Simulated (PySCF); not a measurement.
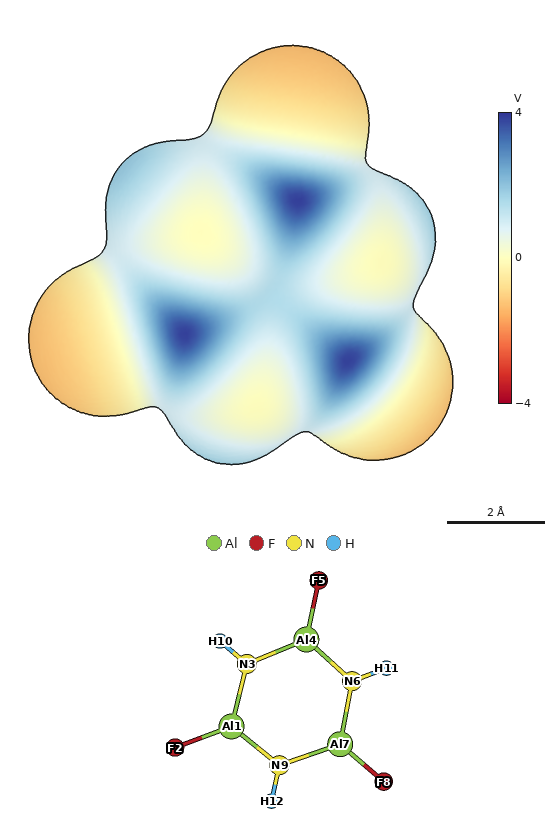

Figure 1: Al3F3H3N3 ((FAlNH)3 ring). The molecular electrostatic potential painted on the density surface at 0.002 e/bohr³, seen at a tilt; the colour scale runs from red (negative) to blue (positive). The bare structure is drawn below in the same view.

Geometry: PBE0-D3(BJ)/def2-SVP.

These are results of PySCF, CAM-B3LYP/def2-SVPD, SCF density, gas phase, not measurements.

The calculation's input:

```
{"job": {"kind": "uv", "xc": "CAM-B3LYP", "basis": "def2-SVPD", "ip": true, "nstates": 15}, "charge": 0, "multiplicity": 1}
Al    -0.261962    -1.645315    -0.706931
F     -0.511167    -3.161365    -1.343235
N      1.374753    -0.974265    -0.516152
Al     1.689999     0.626856     0.193059
F      3.237308     1.198759     0.410407
N      0.272195     1.588225     0.673714
Al    -1.399983     1.000477     0.518409
F     -2.694919     1.922390     1.008115
N     -1.618626    -0.621931    -0.178921
H      2.166151    -1.543531    -0.806397
H      0.426312     2.509504     1.076312
H     -2.564591    -0.982563    -0.277401
```

Launched as:

```sh
OMP_NUM_THREADS=1 python probes_run.py task.json out
```

Which sites attract a positive test charge, and which a negative one?

Answer. A positive charge is drawn to the negative regions and a negative charge to the positive ones. The most negative region (about −1.3 V, or −30 kcal/mol for a unit charge) lies over F2, F5 and F8, the most positive (about +3.7 V, or +85 kcal/mol for a unit charge) over Al1, Al4 and Al7.
